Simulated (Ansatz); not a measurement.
# AlFH5NOSi: molecular dynamics

Purpose: to follow the molecule's vibrations and see whether its bonds hold. The start is relaxed first. Runs: 500 steps of 0.5 fs at constant energy, with velocities drawn for 200 K.

Program: Ansatz 0.2.0. Level of theory: RKS BHLYP-D4/6-31G. These are calculated values, not measurements.

**1. The structure to begin with**

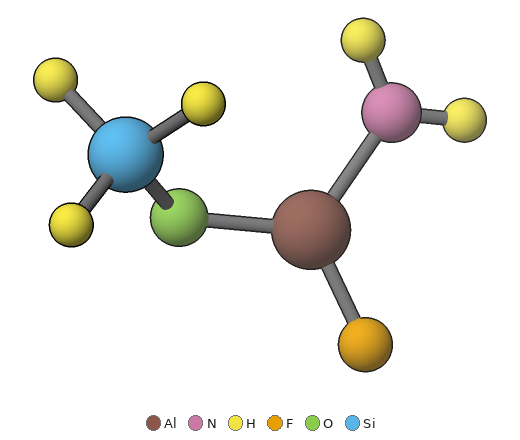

Start, viewed from a chosen angle; aluminium brown, nitrogen pink, hydrogen yellow, fluorine amber, oxygen green, silicon blue.

As a file:

```xyz
10

Al    0.0000    0.0000    0.0000
N     0.0000    0.0000    1.9200
H    -0.8770   -0.2713    2.4500
H     0.8770    0.2713    2.4500
F     1.4635    0.0000   -0.8450
O    -1.5415    0.0000   -0.8900
Si   -2.6907   -1.2238   -0.8267
H    -2.2881   -2.2198    0.1620
H    -3.9833   -0.6595   -0.4496
H    -2.8007   -1.8572   -2.1376
```

**2. Relaxing the start**

The input, input.yaml:

```yaml
crystal:
  periodic: [false, false, false]
  atoms:
    - { symbol: Al, position_ang: [0.0, 0.0, 0.0] }
    - { symbol: "N", position_ang: [0.0, 0.0, 1.92] }
    - { symbol: H, position_ang: [-0.877, -0.2713, 2.45] }
    - { symbol: H, position_ang: [0.877, 0.2713, 2.45] }
    - { symbol: F, position_ang: [1.4635, 0.0, -0.845] }
    - { symbol: O, position_ang: [-1.5415, 0.0, -0.89] }
    - { symbol: Si, position_ang: [-2.6907, -1.2238, -0.8267] }
    - { symbol: H, position_ang: [-2.2881, -2.2198, 0.162] }
    - { symbol: H, position_ang: [-3.9833, -0.6595, -0.4496] }
    - { symbol: H, position_ang: [-2.8007, -1.8572, -2.1376] }
basis:
  gaussian: { orbitals: "6-31G" }
hamiltonian:
  xc: { name: BHLYP }
  dispersion: d4
relax:
  f_tol: 0.02
  max_steps: 40
```

Run with:

```
$ ansatz run input.yaml --threads 1 --pin off --max-ram 2048MiB --backend cpu --events-out ev --progress --plain --runs-dir out
```

Output, cut to the lines that bear on the results:

```text
Warning: RAYON_NUM_THREADS=1 ignored (pool sized by the plan → 1); use --threads N
[...]
Functional definition: BHLYP
[...]
793 factors; integrals over basis functions are off by at most 1.7e-4 eV
[...]
mean field -20807.23587129 eV, -764.6518146188 hartree, gradient 4.7e-5 eV, S^2 0.000000; 0 other end points of the search recorded, 0 dependent functions left out
[...]
reference -20807.23606789 eV, -764.6518218437 hartree; 28, 28 occupied and 35, 35 virtual orbitals, 793 factors
relax step   1: F+E_penalty+E_count = -20807.48504407 eV  Δ(F+E_penalty+E_count) = +0.000e0 eV  max|allowed force component| = 2.379e0 eV/Å  Δτ_max = 0.0000 Å  (26 SCF iters, accepted)
[...]
relax step   3: F+E_penalty+E_count = -20808.22440711 eV  Δ(F+E_penalty+E_count) = -1.549e-1 eV  max|allowed force component| = 1.709e0 eV/Å  Δτ_max = 0.1917 Å  (30 SCF iters, accepted)
[...]
relax step   5: F+E_penalty+E_count = -20808.44807018 eV  Δ(F+E_penalty+E_count) = -7.944e-2 eV  max|allowed force component| = 2.689e-1 eV/Å  Δτ_max = 0.2000 Å  (29 SCF iters, accepted)
[...]
relax step   7: F+E_penalty+E_count = -20808.51456931 eV  Δ(F+E_penalty+E_count) = -1.658e-2 eV  max|allowed force component| = 2.212e-1 eV/Å  Δτ_max = 0.2000 Å  (29 SCF iters, accepted)
[...]
relax step   9: F+E_penalty+E_count = -20808.52358665 eV  Δ(F+E_penalty+E_count) = -5.010e-3 eV  max|allowed force component| = 5.169e-2 eV/Å  Δτ_max = 0.0483 Å  (30 SCF iters, accepted)
[...]
relax step  11: F+E_penalty+E_count = -20808.52405253 eV  Δ(F+E_penalty+E_count) = -1.535e-5 eV  max|allowed force component| = 1.231e-2 eV/Å  Δτ_max = 0.0053 Å  (24 SCF iters, accepted)
793 factors; integrals over basis functions are off by at most 1.7e-4 eV
[...]
mean field -20808.27821900 eV, -764.6901201906 hartree, gradient 1.2e-5 eV, S^2 0.000000; 1 other end points of the search recorded, 0 dependent functions left out
[...]
reference -20808.27841763 eV, -764.6901274902 hartree; 28, 28 occupied and 35, 35 virtual orbitals, 793 factors
Total energy: -20808.52425117 eV, -764.6991617060 hartree
Atom 0 at    -0.025732    -0.084254     0.276704 Å, force    -0.003024    -0.000099    -0.008674 eV/Å
Atom 1 at     0.309426     0.194427     1.986692 Å, force     0.012307     0.004778    -0.004714 eV/Å
Atom 2 at    -0.327256    -0.024383     2.727334 Å, force    -0.006674    -0.002731     0.009915 eV/Å
Atom 3 at     1.161511     0.591228     2.332112 Å, force    -0.003186    -0.001033     0.001014 eV/Å
Atom 4 at     1.177277     0.353075    -0.829942 Å, force    -0.002493    -0.001087     0.002714 eV/Å
Atom 5 at    -1.458280    -0.750751    -0.286129 Å, force     0.007295     0.002424     0.004239 eV/Å
Atom 6 at    -2.852558    -1.410196    -0.946490 Å, force     0.008705     0.003870    -0.000403 eV/Å
Atom 7 at    -3.186286    -2.683714    -0.244532 Å, force    -0.003974    -0.001224    -0.001096 eV/Å
Atom 8 at    -3.986461    -0.454121    -0.785642 Å, force    -0.002334    -0.002252    -0.001579 eV/Å
Atom 9 at    -2.652442    -1.691611    -2.397009 Å, force    -0.006623    -0.002648    -0.001416 eV/Å
Dipole moment:    -0.327534    -0.108115     0.443434 e Å
```

It took 52 s on 1 thread of Arm Neoverse V1, shared host; peak memory 0.19 GiB.

Step by step:

| step | energy from step 1 (eV) | largest force component (eV/Å) |
| --- | --- | --- |
| 1 | 0.0000 | 2.3795 |
| 2 | -0.5845 | 1.4538 |
| 3 | -0.7394 | 1.7094 |
| 4 | -0.8836 | 0.5446 |
| 5 | -0.9630 | 0.2689 |
| 6 | -1.0129 | 0.1731 |
| 7 | -1.0295 | 0.2212 |
| 8 | -1.0335 | 0.1342 |
| 9 | -1.0385 | 0.0517 |
| 10 | -1.0390 | 0.0291 |
| 11 | -1.0390 | 0.0123 |

Step 1 is the start.

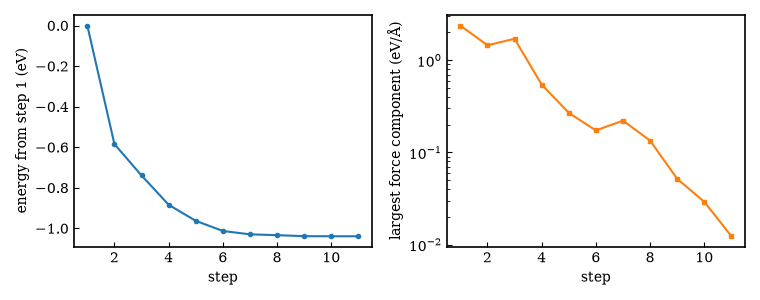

Energy and largest force along the relaxation.

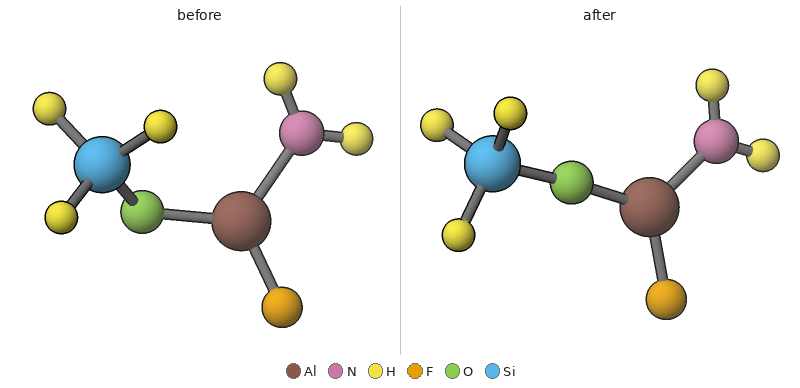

The structure before (left) and after (right), drawn at the same scale.

After: Bond lengths: Al1–N2 1.765 Å, N2–H3 1.001 Å, N2–H4 1.001 Å, Al1–F5 1.692 Å, Al1–O6 1.677 Å, O6–Si7 1.678 Å, Si7–H8 1.492 Å, Si7–H9 1.492 Å, Si7–H10 1.491 Å. Angles: Al1–N2–H3 124.2°, Al1–N2–H4 123.9°, H3–N2–H4 111.9°, N2–Al1–F5 117.3°, N2–Al1–O6 123.4°, F5–Al1–O6 119.4°, Al1–O6–Si7 176.4°, O6–Si7–H8 109.6°, O6–Si7–H9 109.7°, O6–Si7–H10 110.2°, H8–Si7–H9 109.0°, H8–Si7–H10 109.1°, H9–Si7–H10 109.1°.

**3. The run**

500 steps of 0.5 fs at constant energy, with velocities drawn for 200 K, from the relaxed start.

The input, input.yaml:

```yaml
crystal:
  periodic: [false, false, false]
  atoms:
    - { symbol: Al, position_ang: [-0.025732, -0.084254, 0.276704] }
    - { symbol: "N", position_ang: [0.309426, 0.194427, 1.986692] }
    - { symbol: H, position_ang: [-0.327256, -0.024383, 2.727334] }
    - { symbol: H, position_ang: [1.161511, 0.591228, 2.332112] }
    - { symbol: F, position_ang: [1.177277, 0.353075, -0.829942] }
    - { symbol: O, position_ang: [-1.45828, -0.750751, -0.286129] }
    - { symbol: Si, position_ang: [-2.852558, -1.410196, -0.94649] }
    - { symbol: H, position_ang: [-3.186286, -2.683714, -0.244532] }
    - { symbol: H, position_ang: [-3.986461, -0.454121, -0.785642] }
    - { symbol: H, position_ang: [-2.652442, -1.691611, -2.397009] }
basis:
  gaussian: { orbitals: "6-31G" }
hamiltonian:
  xc: { name: BHLYP }
  dispersion: d4
md:
  timestep: 0.5
  n_steps: 500
  ensemble: nve
  temperature: 200.0
  initial_velocities: maxwell_boltzmann
  seed: 585054
```

Run with:

```
$ ansatz run input.yaml --threads 1 --pin off --max-ram 2048MiB --backend cpu --events-out ev --progress --plain --runs-dir out
```

Output, cut to the lines that bear on the results:

```text
Warning: RAYON_NUM_THREADS=1 ignored (pool sized by the plan → 1); use --threads N
[...]
[... 1 set-up line as earlier in the session ...]
[...]
796 factors; integrals over basis functions are off by at most 1.7e-4 eV
[...]
mean field -20808.27827054 eV, -764.6901220849 hartree, gradient 4.4e-5 eV, S^2 0.000000; 0 other end points of the search recorded, 0 dependent functions left out
[...]
reference -20808.27847024 eV, -764.6901294236 hartree; 28, 28 occupied and 35, 35 virtual orbitals, 796 factors
md step     0: t =     0.00 fs  T =   200.0 K  F+E_penalty+E_count = -20808.52410408 eV  E_kin = 0.206816 eV  conserved = -20808.31728809 eV  (26 SCF iters)
[...]
md step    20: t =    10.00 fs  T =    90.0 K  F+E_penalty+E_count = -20808.40963006 eV  E_kin = 0.093062 eV  conserved = -20808.31656845 eV  (26 SCF iters)
[...]
md step    40: t =    20.00 fs  T =   107.3 K  F+E_penalty+E_count = -20808.42741347 eV  E_kin = 0.110971 eV  conserved = -20808.31644277 eV  (24 SCF iters)
[...]
md step    60: t =    30.00 fs  T =    96.6 K  F+E_penalty+E_count = -20808.41675392 eV  E_kin = 0.099866 eV  conserved = -20808.31688831 eV  (24 SCF iters)
[...]
md step    80: t =    40.00 fs  T =   112.7 K  F+E_penalty+E_count = -20808.43343458 eV  E_kin = 0.116568 eV  conserved = -20808.31686610 eV  (25 SCF iters)
md step    81: t =    40.50 fs  T =   106.9 K  F+E_penalty+E_count = -20808.42718677 eV  E_kin = 0.110504 eV  conserved = -20808.31668320 eV  (25 SCF iters)
```

**4. The output, continued: dynamics from the start**

Output, continued, cut to the lines that bear on the results:

```text
md step    82: t =    41.00 fs  T =   101.9 K  F+E_penalty+E_count = -20808.42185545 eV  E_kin = 0.105385 eV  conserved = -20808.31647084 eV  (25 SCF iters)
[...]
md step   108: t =    54.00 fs  T =   117.4 K  F+E_penalty+E_count = -20808.43788650 eV  E_kin = 0.121354 eV  conserved = -20808.31653201 eV  (24 SCF iters)
[...]
md step   134: t =    67.00 fs  T =   137.0 K  F+E_penalty+E_count = -20808.45842259 eV  E_kin = 0.141715 eV  conserved = -20808.31670720 eV  (24 SCF iters)
[...]
md step   160: t =    80.00 fs  T =    98.0 K  F+E_penalty+E_count = -20808.41786264 eV  E_kin = 0.101332 eV  conserved = -20808.31653053 eV  (24 SCF iters)
[...]
md step   184: t =    92.00 fs  T =    85.6 K  F+E_penalty+E_count = -20808.40519054 eV  E_kin = 0.088539 eV  conserved = -20808.31665196 eV  (24 SCF iters)
md step   185: t =    92.50 fs  T =    83.7 K  F+E_penalty+E_count = -20808.40300931 eV  E_kin = 0.086503 eV  conserved = -20808.31650657 eV  (24 SCF iters)
```

**5. The output, continued: dynamics from the start**

The log, continued, cut to the lines that bear on the results:

```text
md step   186: t =    93.00 fs  T =    85.0 K  F+E_penalty+E_count = -20808.40427663 eV  E_kin = 0.087861 eV  conserved = -20808.31641605 eV  (24 SCF iters)
[...]
md step   207: t =   103.50 fs  T =   134.4 K  F+E_penalty+E_count = -20808.45592621 eV  E_kin = 0.138966 eV  conserved = -20808.31695988 eV  (23 SCF iters)
[...]
md step   228: t =   114.00 fs  T =   141.3 K  F+E_penalty+E_count = -20808.46281690 eV  E_kin = 0.146109 eV  conserved = -20808.31670828 eV  (23 SCF iters)
[...]
md step   249: t =   124.50 fs  T =    87.0 K  F+E_penalty+E_count = -20808.40657965 eV  E_kin = 0.090008 eV  conserved = -20808.31657211 eV  (24 SCF iters)
[...]
md step   499: t =   249.50 fs  T =    94.3 K  F+E_penalty+E_count = -20808.41391746 eV  E_kin = 0.097516 eV  conserved = -20808.31640098 eV  (24 SCF iters)
[...]
Atom 0 at    -0.064511    -0.055458     0.255890 Å, force     1.200498     0.056533     0.487080 eV/Å
Atom 1 at     0.233621     0.438758     1.938152 Å, force     1.123736     0.307524    -0.742236 eV/Å
Atom 2 at    -0.428882     0.307231     2.650090 Å, force    -0.727448    -0.093767     0.804077 eV/Å
Atom 3 at     1.100055     0.828721     2.298087 Å, force    -0.595085    -0.242500    -0.374307 eV/Å
Atom 4 at     1.273050     0.124184    -0.801606 Å, force    -0.608668    -0.013374     0.209771 eV/Å
Atom 5 at    -1.470112    -0.825522    -0.193253 Å, force     0.094550     0.261026    -0.174632 eV/Å
Atom 6 at    -2.835632    -1.390462    -0.966279 Å, force     0.060763    -0.066266    -0.513062 eV/Å
Atom 7 at    -2.654673    -1.140627    -2.463601 Å, force    -0.249498    -0.250213     0.564454 eV/Å
Atom 8 at    -2.999830    -2.830728    -0.625896 Å, force    -0.059422    -0.050161    -0.202884 eV/Å
Atom 9 at    -4.005092    -0.642160    -0.451616 Å, force    -0.239427     0.091198    -0.058261 eV/Å
Dipole moment:    -0.443610     0.019898     0.318955 e Å
```

Wall time 30 min (1 thread of Arm Neoverse V1, shared host); peak memory 0.14 GiB.

**6. What the atoms did**

One step in 20; energies are changes from step 0:

| time (fs) | T (K) | potential energy change (meV/atom) | total energy change (meV/atom) |
| --- | --- | --- | --- |
| 0.0 | 200 | 0.0 | 0.00 |
| 10.0 | 90 | 11.4 | 0.07 |
| 20.0 | 107 | 9.7 | 0.08 |
| 30.0 | 97 | 10.7 | 0.04 |
| 40.0 | 113 | 9.1 | 0.04 |
| 50.0 | 132 | 7.1 | 0.07 |
| 60.0 | 134 | 6.9 | 0.05 |
| 70.0 | 112 | 9.2 | 0.04 |
| 80.0 | 98 | 10.6 | 0.08 |
| 90.0 | 87 | 11.8 | 0.05 |
| 100.0 | 141 | 6.2 | 0.04 |
| 110.0 | 111 | 9.3 | 0.07 |
| 120.0 | 124 | 7.9 | 0.07 |
| 130.0 | 111 | 9.2 | 0.03 |
| 140.0 | 102 | 10.2 | 0.05 |
| 150.0 | 102 | 10.2 | 0.09 |
| 160.0 | 137 | 6.5 | 0.04 |
| 170.0 | 125 | 7.7 | 0.03 |
| 180.0 | 136 | 6.7 | 0.08 |
| 190.0 | 69 | 13.6 | 0.08 |
| 200.0 | 137 | 6.5 | 0.03 |
| 210.0 | 110 | 9.4 | 0.06 |
| 220.0 | 114 | 9.0 | 0.08 |
| 230.0 | 140 | 6.2 | 0.02 |
| 240.0 | 99 | 10.6 | 0.07 |
| 250.0 | 98 | 10.7 | 0.07 |

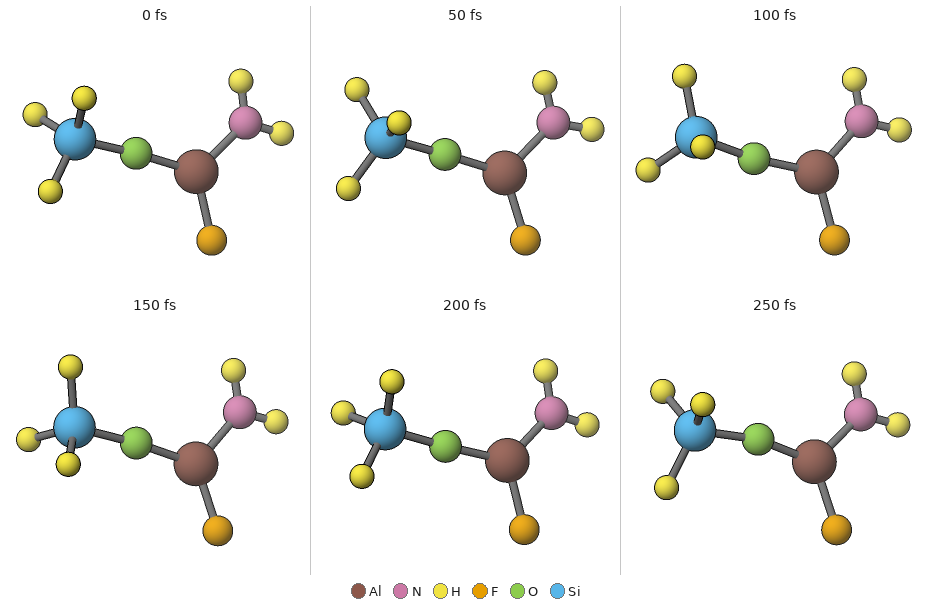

Six frames of the run, seen from a chosen angle. Sticks join atoms within a bonding distance in each frame.

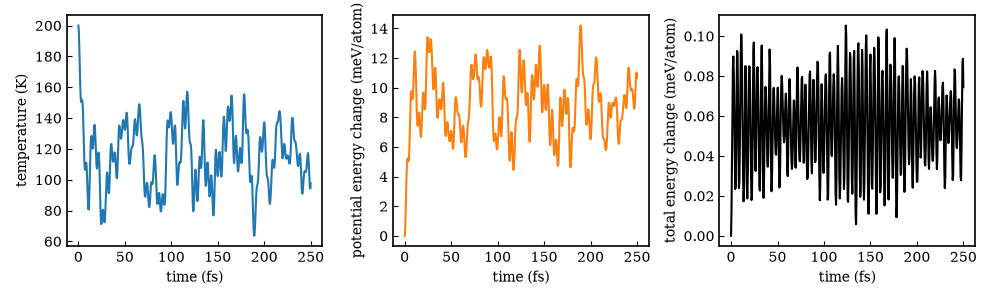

Time series of the run, each on its own scale.

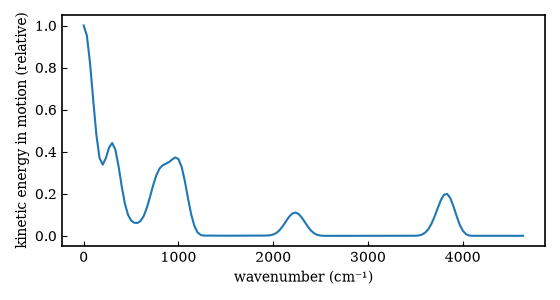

Power spectrum of the mass-weighted velocities; a run of 250 fs resolves no finer than about 270 cm⁻¹.

**7. Snapshots as a file**

Positions (Å) and forces (eV/Å):

```xyz
10
time_fs=31.0 T=105 dE=0.0988
Al   -0.031   -0.027    0.241   -0.369   -0.734   -0.389
N     0.266    0.171    1.945    0.894    0.726    0.666
H    -0.327   -0.090    2.706   -0.074   -0.021   -0.047
H     1.111    0.635    2.260   -0.457   -0.322    0.055
F     1.267    0.324   -0.795   -0.316    0.060   -0.024
O    -1.474   -0.758   -0.246   -0.062   -0.030   -0.659
Si   -2.874   -1.430   -0.938    0.504    0.782    0.345
H    -3.002   -2.839   -0.534   -0.004   -0.356    0.014
H    -4.017   -0.655   -0.373   -0.126   -0.069   -0.149
H    -2.855   -1.312   -2.435    0.010   -0.034    0.187
10
time_fs=62.5 T=129 dE=0.0738
Al   -0.014   -0.093    0.265   -0.411    0.085   -0.482
N     0.236    0.229    1.963   -1.078   -0.376    0.652
H    -0.446    0.121    2.708    0.426    0.054   -0.601
H     1.111    0.505    2.314    0.912    0.385    0.475
F     1.230    0.308   -0.798    0.220   -0.017   -0.078
O    -1.447   -0.686   -0.367   -0.300   -0.195    0.137
Si   -2.866   -1.425   -0.907    0.441    0.860   -0.164
H    -2.676   -2.867   -0.797   -0.047   -0.660   -0.088
H    -4.021   -1.036   -0.038    0.022    0.051   -0.135
H    -3.064   -0.994   -2.337   -0.184   -0.187    0.284
10
time_fs=94.0 T=101 dE=0.1028
Al   -0.016   -0.098    0.274    0.150    0.394   -0.100
N     0.225    0.261    1.999    1.032    0.214   -0.392
H    -0.499    0.114    2.653   -0.545   -0.094    0.636
H     1.065    0.627    2.448   -0.710   -0.335   -0.568
F     1.227    0.271   -0.814    0.151   -0.026    0.119
O    -1.434   -0.669   -0.419   -0.132   -0.188    0.450
Si   -2.862   -1.425   -0.900    0.371    0.795    0.165
H    -2.540   -2.828   -1.160   -0.062   -0.567   -0.256
H    -3.837   -1.373    0.241   -0.065    0.057   -0.255
H    -3.335   -0.704   -2.128   -0.188   -0.250    0.202
10
time_fs=125.0 T=97 dE=0.1071
Al   -0.046   -0.029    0.224    0.820   -0.171    0.667
N     0.210    0.252    1.966   -1.223   -0.314   -0.413
H    -0.514    0.021    2.636    0.397    0.118   -0.272
H     0.986    0.684    2.394    0.648    0.275    0.254
F     1.296    0.232   -0.789   -0.357    0.070    0.041
O    -1.451   -0.746   -0.310    0.153    0.262   -0.310
Si   -2.860   -1.419   -0.910    0.103    0.364    0.579
H    -2.521   -2.673   -1.600   -0.110   -0.296   -0.289
H    -3.659   -1.701    0.325   -0.316   -0.057   -0.324
H    -3.508   -0.420   -1.821   -0.115   -0.251    0.067
10
time_fs=156.0 T=136 dE=0.0661
Al   -0.010   -0.065    0.237   -0.418   -0.216    0.259
N     0.189    0.322    1.952    0.793    0.194    0.165
H    -0.487    0.167    2.674   -0.067    0.003   -0.116
H     1.061    0.674    2.330   -0.501   -0.127   -0.165
F     1.306    0.235   -0.789   -0.195   -0.038    0.011
O    -1.460   -0.754   -0.282   -0.064   -0.051   -0.248
Si   -2.887   -1.423   -0.924    0.971    0.533    0.416
H    -2.466   -2.373   -1.989   -0.258   -0.108   -0.071
H    -3.621   -2.116    0.182   -0.063    0.019   -0.206
H    -3.666   -0.278   -1.480   -0.199   -0.210   -0.046
10
time_fs=187.5 T=89 dE=0.1151
Al    0.001   -0.136    0.295   -1.047    0.092   -0.301
N     0.205    0.403    1.938    1.227    0.290    0.123
H    -0.445    0.367    2.679   -0.484   -0.058    0.507
H     1.087    0.810    2.222   -0.429   -0.124    0.069
F     1.211    0.212   -0.787    0.908    0.087   -0.512
O    -1.425   -0.728   -0.346   -0.520   -0.558    0.126
Si   -2.864   -1.407   -0.934    0.996    0.331   -0.113
H    -2.533   -2.026   -2.273   -0.335    0.035    0.341
H    -3.370   -2.417    0.046   -0.055   -0.022   -0.141
H    -3.825   -0.285   -1.074   -0.260   -0.072   -0.100
10
time_fs=219.0 T=118 dE=0.0857
Al   -0.026   -0.073    0.301   -0.322   -0.389   -0.272
N     0.243    0.429    1.971   -1.273   -0.328    0.456
H    -0.418    0.315    2.742    0.592    0.047   -0.775
H     1.048    0.922    2.256    0.707    0.355    0.297
F     1.227    0.154   -0.809    0.175    0.124    0.022
O    -1.419   -0.807   -0.301   -0.386    0.142   -0.090
Si   -2.869   -1.400   -0.967    1.107    0.080    0.030
H    -2.697   -1.626   -2.468   -0.173    0.018    0.650
H    -3.147   -2.653   -0.211   -0.213   -0.142   -0.229
H    -3.943   -0.414   -0.705   -0.214    0.093   -0.089
10
time_fs=250.0 T=98 dE=0.1067
Al   -0.065   -0.056    0.256    1.200    0.057    0.487
N     0.234    0.439    1.938    1.124    0.307   -0.742
H    -0.429    0.307    2.650   -0.727   -0.094    0.804
H     1.100    0.829    2.298   -0.595   -0.242   -0.374
F     1.273    0.124   -0.802   -0.609   -0.013    0.210
O    -1.470   -0.826   -0.193    0.095    0.261   -0.175
Si   -2.836   -1.391   -0.966    0.061   -0.066   -0.513
H    -2.655   -1.141   -2.464   -0.249   -0.250    0.565
H    -3.000   -2.831   -0.626   -0.059   -0.050   -0.203
H    -4.005   -0.642   -0.452   -0.239    0.091   -0.058
```

**8. Outcome**

```
                          quantity                         value
           relaxation of the start      10 moves, 1.039 eV lower
                            length           500 steps of 0.5 fs
  temperature, first and last step                  200 and 98 K
          temperature, second half  mean 114 K, from 64 to 155 K
     potential energy, second half    +9 meV/atom from the start
largest change of the total energy                 0.11 meV/atom
            bonds formed or broken                             0
```

In words: The temperature starts at 200 K and averages 114 K in the second half, where it ranges from 64 to 155 K; a mean near half the start is what vibrations about a minimum give, since they share energy equally between motion and strain. The total energy strays from its start by at most 0.11 meV/atom, 0.9 % of the mean kinetic energy, which is good for a step of 0.5 fs. The bonds all hold. Averages from a run of 250 fs with 10 atoms are rough. The nuclei move classically, without zero-point motion, which matters most for hydrogen. The basis is very small, so the numbers are rough.
